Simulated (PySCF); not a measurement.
# C₆H₅F: excited-state relaxation

Aim: compute the excited-state relaxation of C₆H₅F (`Fc1ccccc1`).

Programs: PySCF 2.14.0, with routines of our own; each step states its level. All values are computed. Atoms count from 0.

## (1) The starting structure

12 atoms, charge 0, multiplicity 1; geometry from: GFN2-xTB.

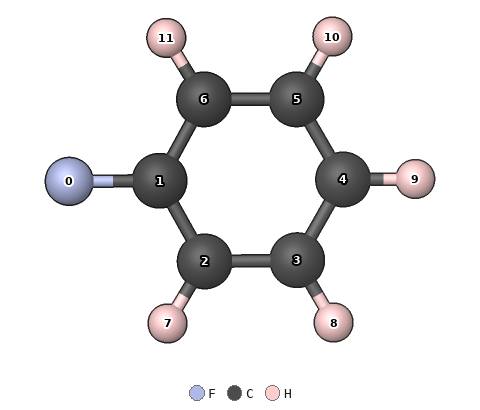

The starting geometry (fluorine light blue, carbon dark grey, hydrogen pink).

## (2) Optimising the geometry at B3LYP/6-31+G*

The job: settings as JSON, then the geometry in Å.

```
{"job": {"xc": "B3LYP", "basis": "6-31+G*", "grid": 1, "kind": "geom"}, "charge": 0, "multiplicity": 1}
F     -2.255213    -1.465224     0.011692
C     -1.122564    -0.729488     0.004484
C      0.097591    -1.379539    -0.019046
C      1.252996    -0.617615    -0.026258
C      1.178173     0.765381    -0.009484
C     -0.054904     1.395957     0.014139
C     -1.220560     0.649697     0.020793
H      0.130888    -2.457517    -0.030474
H      2.214578    -1.107869    -0.044809
H      2.083462     1.353298    -0.013799
H     -0.111310     2.473986     0.027126
H     -2.191939     1.118246     0.039608
```

On the command line:

```
> OMP_NUM_THREADS=1 python excited_run.py task.json out
```

One launch serves the whole session: the jobs run in the order shown.

Output:

```text
step   0  E = -331.49491535  max force = 0.009242
step   1  E = -331.49605327  max force = 0.001279
step   2  E = -331.49605586  max force = 0.000635
step   3  E = -331.49605466  max force = 0.000982
step   4  E = -331.49605818  max force = 0.000181
optimisation converged
```

It took 19 s on 1 thread of Arm Neoverse V2, shared host; peak memory 0.56 GiB.

Step by step:

| step | energy from step 0 (eV) | largest force component (eV/Å) |
| --- | --- | --- |
| 0 | 0.0000 | 0.4752 |
| 1 | -0.0310 | 0.0658 |
| 2 | -0.0310 | 0.0327 |
| 3 | -0.0310 | 0.0505 |
| 4 | -0.0311 | 0.0093 |

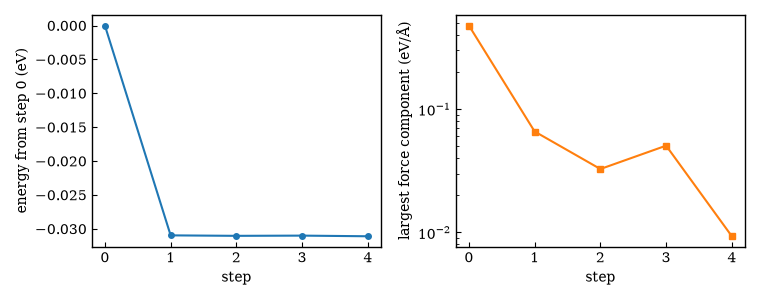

Energy and force, step by step.

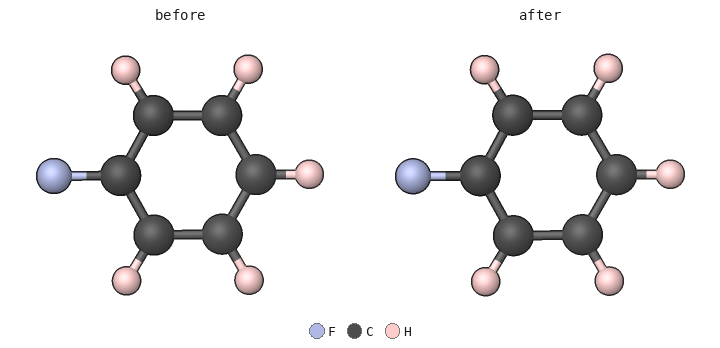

The geometry before (left) and after (right).

Close pairs (by a distance rule), those that changed most:

```
 bond  before (Å)  after (Å)  change (Å)
C2–C3       1.384      1.399      +0.015
C5–C6       1.384      1.399      +0.015
C3–C4       1.385      1.399      +0.014
C4–C5       1.385      1.399      +0.014
F0–C1       1.351      1.362      +0.011
C1–C2       1.383      1.390      +0.008
C1–C6       1.383      1.390      +0.008
C3–H8       1.080      1.087      +0.007
```

The next job starts from the end point, and lists it.

```
                         at the end point                value
  point group (found at 0.08 Å tolerance)                  C2v
rotational constants (GHz, main isotopes)  5.645, 2.547, 1.755
                        dipole moment (D)                 1.75
```

## (3) Excited-state relaxation: TDA B3LYP/6-31+G*

The job: settings as JSON, then the geometry in Å.

```
{"job": {"kind": "xopt", "state": "S1", "method": "TDA", "freq": false, "xc": "B3LYP", "basis": "6-31+G*", "grid": 1}, "charge": 0, "multiplicity": 1}
F     -2.268204    -1.568431     0.077936
C     -1.127249    -0.825340     0.067552
C      0.097032    -1.484019     0.041723
C      1.264241    -0.713145     0.031754
C      1.191697     0.683941     0.047448
C     -0.056262     1.315844     0.072998
C     -1.233840     0.560906     0.083317
H      0.126286    -2.568981     0.029969
H      2.230960    -1.209118     0.011874
H      2.102185     1.276604     0.039908
H     -0.117970     2.400736     0.085141
H     -2.213768     1.027246     0.103004
```

Method: TDA B3LYP/6-31+G* excited-state geometry optimisation, gas phase.

Output:

```text
final grid: 48744 points
cycle   1  E = -331.4423385057  dE =  1.075e+00  |g| = 4.912e-01  |ddm| = 1.018e+01
cycle   2  E = -331.4018367010  dE =  4.050e-02  |g| = 6.787e-01  |ddm| = 1.587e+00
cycle   3  E = -331.4933866076  dE = -9.155e-02  |g| = 9.756e-02  |ddm| = 8.027e-01
cycle   4  E = -331.4956968789  dE = -2.310e-03  |g| = 3.567e-02  |ddm| = 3.223e-01
cycle   5  E = -331.4960275449  dE = -3.307e-04  |g| = 1.106e-02  |ddm| = 8.438e-02
cycle   6  E = -331.4960557988  dE = -2.825e-05  |g| = 3.080e-03  |ddm| = 1.837e-02
cycle   7  E = -331.4960580186  dE = -2.220e-06  |g| = 8.433e-04  |ddm| = 5.911e-03
cycle   8  E = -331.4960581730  dE = -1.543e-07  |g| = 1.087e-04  |ddm| = 1.362e-03
cycle   9  E = -331.4960581758  dE = -2.799e-09  |g| = 1.578e-05  |ddm| = 2.794e-04
cycle  10  E = -331.4960581758  dE = -4.707e-11  |g| = 7.934e-06  |ddm| = 4.282e-05
converged SCF energy = -331.4960581758

vertical S1 at the ground-state geometry: 5.3713 eV
step    E(state)/Eh    max force   excitation/eV  root
  0    -331.29786369   0.038252     5.3433      1
  1    -331.30339333   0.002372     5.1276      1
  2    -331.30345970   0.001403     5.1047      1
  3    -331.30345759   0.001314     5.1040      1
  4    -331.30347498   0.000608     5.1066      1
  5    -331.30347488   0.000761     5.1085      1
  6    -331.30347821   0.000118     5.1072      1
optimisation converged
vertical emission 5.1072 eV, adiabatic 5.2404 eV, Stokes shift 0.2641 eV, reorganisation 0.1310 (excited) and 0.1331 eV (ground)
in toluene: absorption 5.3689 eV (f = 0.0157, root 1), emission 5.1020 eV (f = 0.0214, root 1)
in dimethylsulfoxide: absorption 5.3834 eV (f = 0.0135, root 1), emission 5.0936 eV (f = 0.0362, root 1)
```

Run time: 78 s. Hardware: 1 thread of Arm Neoverse V2, shared host; peak memory 0.81 GiB.

In short:

```
                 quantity    value
  vertical absorption, S1  5.37 eV
     adiabatic energy, S1  5.24 eV
    vertical emission, S1  5.11 eV
         Stokes shift, S1  0.26 eV
geometry moved (RMSD), S1  0.031 Å
```

Bonds of the start that changed most:

| bond | start (Å) | end (Å) |
| --- | --- | --- |
| C4–C5 | 1.399 | 1.429 |
| C3–C4 | 1.399 | 1.429 |
| C6–C1 | 1.390 | 1.420 |
| C1–C2 | 1.391 | 1.420 |
| C2–C3 | 1.399 | 1.428 |
| C5–C6 | 1.399 | 1.428 |

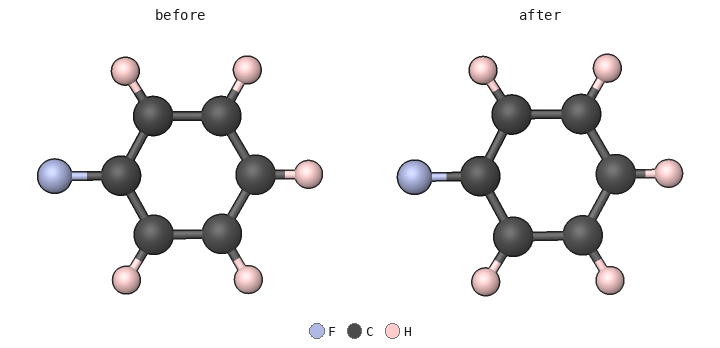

Before and after.

## (4) Excited-state relaxation: UKS B3LYP/6-31+G*

The job, as its differences from that of step 3:

```diff
@@ -1,2 +1,2 @@
-{"job": {"kind": "xopt", "state": "S1", "method": "TDA", "freq": false, "xc": "B3LYP", "basis": "6-31+G*", "grid": 1}, "charge": 0, "multiplicity": 1}
+{"job": {"kind": "xopt", "state": "T1", "method": "UKS", "freq": false, "xc": "B3LYP", "basis": "6-31+G*", "grid": 1}, "charge": 0, "multiplicity": 1}
 F     -2.268204    -1.568431     0.077936
```

Method: UKS B3LYP/6-31+G* excited-state geometry optimisation, gas phase.

Output:

```text
final grid: 48744 points
cycle   1  E = -331.4423385057  dE =  1.075e+00  |g| = 4.912e-01  |ddm| = 1.018e+01
cycle   2  E = -331.4018367010  dE =  4.050e-02  |g| = 6.787e-01  |ddm| = 1.587e+00
cycle   3  E = -331.4933866076  dE = -9.155e-02  |g| = 9.756e-02  |ddm| = 8.027e-01
cycle   4  E = -331.4956968789  dE = -2.310e-03  |g| = 3.567e-02  |ddm| = 3.223e-01
cycle   5  E = -331.4960275449  dE = -3.307e-04  |g| = 1.106e-02  |ddm| = 8.438e-02
cycle   6  E = -331.4960557988  dE = -2.825e-05  |g| = 3.080e-03  |ddm| = 1.837e-02
cycle   7  E = -331.4960580186  dE = -2.220e-06  |g| = 8.433e-04  |ddm| = 5.911e-03
cycle   8  E = -331.4960581730  dE = -1.543e-07  |g| = 1.087e-04  |ddm| = 1.362e-03
cycle   9  E = -331.4960581758  dE = -2.799e-09  |g| = 1.578e-05  |ddm| = 2.794e-04
cycle  10  E = -331.4960581758  dE = -4.707e-11  |g| = 7.934e-06  |ddm| = 4.282e-05
converged SCF energy = -331.4960581758

vertical T1 at the ground-state geometry: 4.4227 eV
step    E(state)/Eh    max force   <S^2>
  0    -331.33073324   0.097713    2.0053
  1    -331.34490751   0.031568    2.0060
  2    -331.35149764   0.017974    2.0063
  3    -331.35296796   0.019138    2.0061
  4    -331.35446176   0.006333    2.0063
  5    -331.35498009   0.006834    2.0066
  6    -331.35650749   0.008087    2.0076
  7    -331.35178805   0.041221    2.0215
  8    -331.35890613   0.016033    2.0160
  9    -331.35991146   0.014521    2.0159
 10    -331.36181495   0.009086    2.0208
 11    -331.36435727   0.007963    2.0292
 12    -331.36487479   0.006995    2.0339
 13    -331.36530338   0.002736    2.0323
 14    -331.36536830   0.001263    2.0322
 15    -331.36537748   0.000364    2.0323
optimisation converged
vertical emission 1.1192 eV, adiabatic 3.5560 eV, Stokes shift 3.3035 eV, reorganisation 0.8667 (excited) and 2.4368 eV (ground)
```

It took 2.3 min on 1 thread of Arm Neoverse V2, shared host; peak memory 0.63 GiB.

In short:

```
                                     quantity    value
vertical gap at the ground-state geometry, T1  4.42 eV
                         adiabatic energy, T1  3.56 eV
     vertical gap at the relaxed geometry, T1  1.12 eV
               difference of the two gaps, T1  3.30 eV
                    geometry moved (RMSD), T1  0.492 Å
```

Bonds of the start that changed most:

| bond | start (Å) | end (Å) |
| --- | --- | --- |
| C1–C2 | 1.391 | 1.482 |
| C6–C1 | 1.390 | 1.482 |
| F0–C1 | 1.362 | 1.398 |
| C2–C3 | 1.399 | 1.367 |
| C5–C6 | 1.399 | 1.368 |
| C3–C4 | 1.399 | 1.430 |

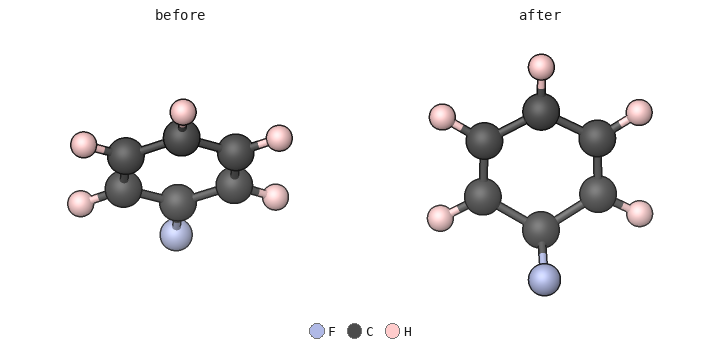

Before and after.

## (5) What came out

| quantity | value |
| --- | --- |
| point group | C2v |
| rotational constants (main isotopes) | 5.64, 2.55, 1.76 GHz |
| vertical absorption, S1 (step 3, TDA B3LYP/6-31+G*) | 5.37 eV |
| adiabatic energy, S1 (step 3, TDA B3LYP/6-31+G*) | 5.24 eV |
| vertical emission, S1 (step 3, TDA B3LYP/6-31+G*) | 5.11 eV |
| Stokes shift, S1 (step 3, TDA B3LYP/6-31+G*) | 0.26 eV |
| vertical gap at the ground-state geometry, T1 (step 4, UKS B3LYP/6-31+G*) | 4.42 eV |
| adiabatic energy, T1 (step 4, UKS B3LYP/6-31+G*) | 3.56 eV |
| vertical gap at the relaxed geometry, T1 (step 4, UKS B3LYP/6-31+G*) | 1.12 eV |
| difference of the two gaps, T1 (step 4, UKS B3LYP/6-31+G*) | 3.30 eV |

Relaxing lowered the energy by 0.031 eV in 4 steps; the close pair that moved most is C2–C3, from 1.384 to 1.399 Å. Where no frequencies were run, the relaxed excited state may be a saddle. In step 3 (excited-state relaxation), among the bonds C4–C5 changes most, from 1.399 to 1.429 Å. In step 4 the harmonic model is doubtful. In step 4 (excited-state relaxation), among the bonds C1–C2 changes most, from 1.391 to 1.482 Å. The atoms move far more than that, so angles or torsions carry the main change. ΔSCF (UKS) and response values aren't on one footing and may follow different states, so their differences aren't method errors alone, and singlets and triplets from the two don't rank.
